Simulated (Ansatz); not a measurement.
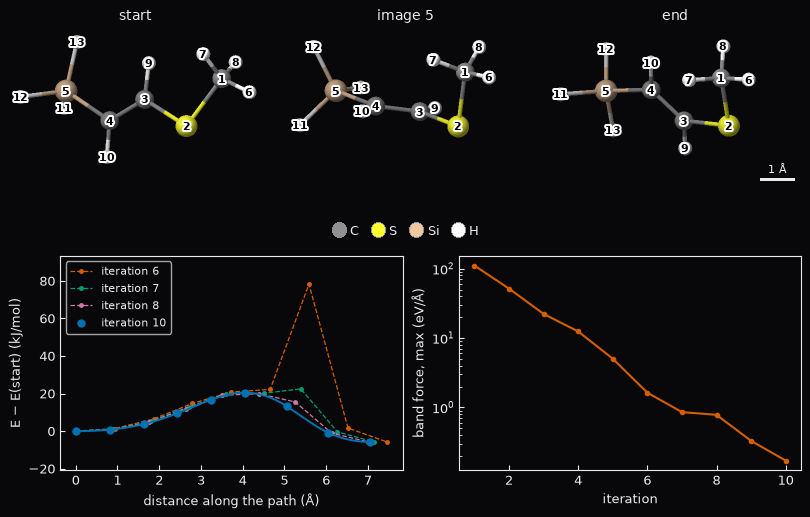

A search for the minimum-energy path of C₃H₈SSi by the nudged elastic band. Images are numbered from 0 (start) to 8 (end). The plot follows the band through its iterations. A ball-and-stick model, seen at a tilt.

These are results of RKS B3LYP/def2-SVP in Ansatz 0.2.0, not measurements. Settings: 7 movable images; climbing image; force threshold 0.2 eV/Å; iteration limit 60; starting path through a guess of the saddle point.

Q: How did the profile develop, and is the result final?

A: The run is converged, with reservations. The band converged in 10 iterations. The largest component of the band force went from 110 to 0.17 eV/Å. The climbing image converged on the top of the path. Its curvatures weren't checked. The force threshold is loose. The first iteration put the highest image at 5376.2 kJ/mol. The highest point, image 5, lies 20.5 kJ/mol above the start and 26.3 kJ/mol above the end; the end is at −5.7 kJ/mol relative to the start.

The run took 4.3 min on 2 threads of Arm Neoverse V1 (shared host), peak memory 0.3 GiB.
